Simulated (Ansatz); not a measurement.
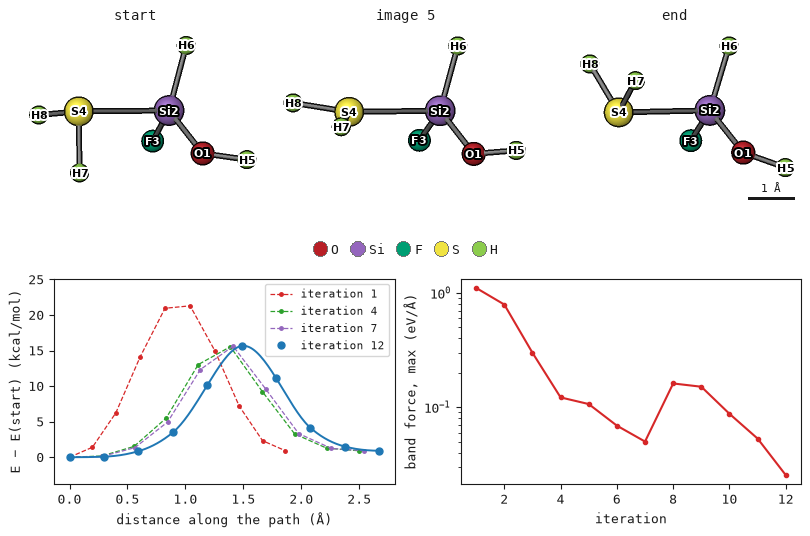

NEB run on SiH4SOF (charge +1). Images are numbered from 0 (start) to 9 (end). The plot follows the band through its iterations. The picture is a ball-and-stick view, seen from a free direction.

Method: RKS LDA/6-31G* in Ansatz 0.2.0.

Input
```yaml
crystal:
  periodic: [false, false, false]
  atoms:
    - { symbol: O, position_ang: [0.149308, 1.155327, -1.038504] }
    - { symbol: Si, position_ang: [0.317957, 0.535701, 0.435063] }
    - { symbol: F, position_ang: [-0.902635, 0.728612, 1.418494] }
    - { symbol: S, position_ang: [0.088608, -1.612288, -0.289754] }
    - { symbol: H, position_ang: [0.371731, 2.074957, -1.297348] }
    - { symbol: H, position_ang: [1.619872, 0.594845, 1.139338] }
    - { symbol: H, position_ang: [-0.983765, -1.345486, -1.098223] }
    - { symbol: H, position_ang: [-0.661075, -2.131667, 0.730944] }
total_charge: 1
basis:
  gaussian: { orbitals: "6-31G*" }
hamiltonian:
  xc: lda
neb:
  order_check: false
  images: 8
  f_tol: 0.03
  max_iterations: 60
  initial_path: idpp
  climbing: false
  final_atoms:
    - { symbol: O, position_ang: [0.03822079, 1.28110561, -1.00953737] }
    - { symbol: Si, position_ang: [0.19805048, 0.57012412, 0.41808559] }
    - { symbol: F, position_ang: [-0.75004332, 1.04346259, 1.58659145] }
    - { symbol: S, position_ang: [-0.88698776, -1.32313765, -0.24139532] }
    - { symbol: H, position_ang: [0.32358608, 2.18615074, -1.25349171] }
    - { symbol: H, position_ang: [1.54680106, 0.20384783, 0.91461024] }
    - { symbol: H, position_ang: [0.02567515, -1.77089602, -1.15684316] }
    - { symbol: H, position_ang: [-0.49530146, -2.19065621, 0.74199027] }
```

Launched with:
```bash
ansatz run input.yaml --threads 1 --pin off --max-ram 2048MiB --backend cpu --events-out ev --progress --plain --runs-dir out
```

**Judge this run.**

The run is converged, with reservations. The band converged in 12 iterations. The largest component of the band force went from 1.1 to 0.025 eV/Å. No image climbed, so the highest image needn't lie on the saddle point, and the true maximum along this path can be higher. The first iteration put the highest image at 21.3 kcal/mol. The energy climbs by 15.7 kcal/mol to image 5 and then falls by 14.7 kcal/mol, so the end point sits at +0.9 kcal/mol.
